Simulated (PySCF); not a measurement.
Input

```
{"job": {"kind": "nmr", "xc": "PBE0", "basis": "pcSseg-1"}, "charge": 0, "multiplicity": 1}
F      2.684957     1.410825     0.695518
P      1.760944     0.217166     0.108290
F      1.654731     0.874611    -1.370106
P     -0.178480     0.882726     0.857238
Si    -1.286424    -0.642508    -0.386127
H     -0.029932     0.061536     1.970859
H     -2.592318    -0.770024     0.257035
H     -0.607183    -1.941184    -0.424764
H     -1.392734    -0.087154    -1.733122
```

Launched as:

```sh
OMP_NUM_THREADS=1 python probes_run.py task.json out
```

Geometry: GFN2-xTB.

Computed with PBE0/pcSseg-1, SCF density, gas phase, non-relativistic in PySCF 2.14.0.

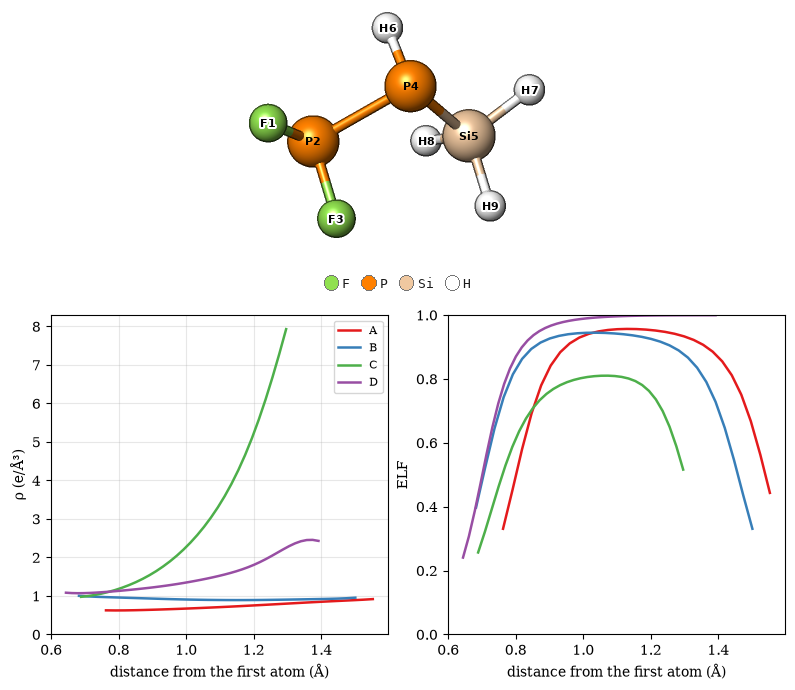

F2H4P2Si (SiH3PHPF2). Total electron density and ELF along straight lines between neighbouring atoms. The curves leave out the atomic cores. The structure is drawn too.

Which curve belongs to which contact (P–F, P–H, P–P and Si–P)? The first atom named is at distance zero.

Curve A: Si–P (2.26 Å): ρ is about 0.72 e/Å³ halfway, with its minimum of 0.62 e/Å³ about 0.8 Å from Si; the ELF peaks at about 0.95 between the atoms, as expected for a covalent bond. Curve B: P–P (2.18 Å): the density is about 0.9 e/Å³ at the midpoint; the ELF peaks at about 0.95 between the atoms (a covalent bond). Curve C: P–F (1.62 Å): ρ is about 1.2 e/Å³ halfway; the ELF peaks at about 0.80 in the valence shell of F, 0.5 Å from its nucleus, and is about 0.65 at the midpoint. Curve D: P–H (1.39 Å): ρ is about 1.1 e/Å³ halfway; the ELF climbs to about 1 towards the hydrogen, as it does in any bond to H.
